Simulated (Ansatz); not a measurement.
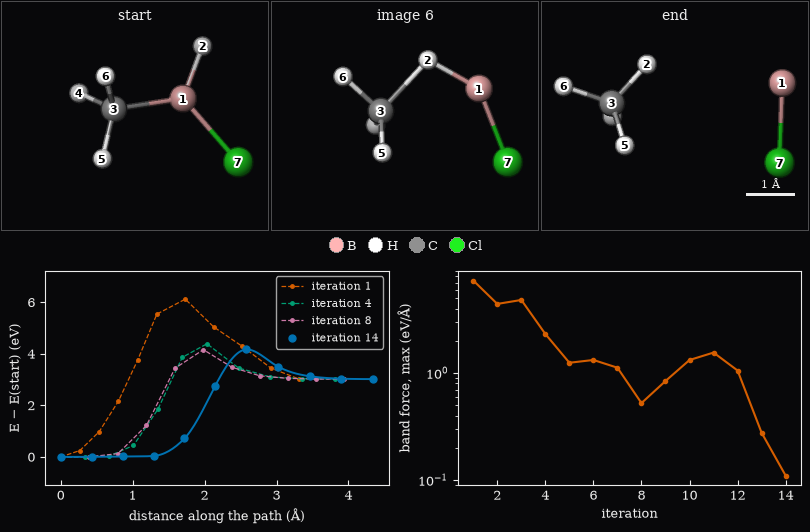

A search for the minimum-energy path of CH$_{4}$BCl by the nudged elastic band. Images are numbered from 0 (start) to 10 (end). The plot follows the band through its iterations. A ball-and-stick model, seen from a free direction.

The calculation used RKS PBE-D4/def2-SVP (Ansatz). Settings: 9 movable images; climbing image; force threshold 0.2 eV/Å; iteration limit 60; starting path through a guess of the saddle point.

Did the band converge, and can the barrier be trusted?

Answer. The run is converged, with reservations. The band converged in 14 iterations. The largest component of the band force went from 7.3 to 0.11 eV/Å. The climbing image converged on the top of the path. Its curvatures weren't checked. The force threshold is loose. The first iteration put the highest image at 6.12 eV. The highest point, image 6, lies 4.17 eV above the start and 1.15 eV above the end; the end is at +3.02 eV relative to the start.

Cost: 63 s on 1 thread of AMD EPYC 9R45 96-Core Processor (Zen 5) (shared host), peak memory 0.13 GiB.
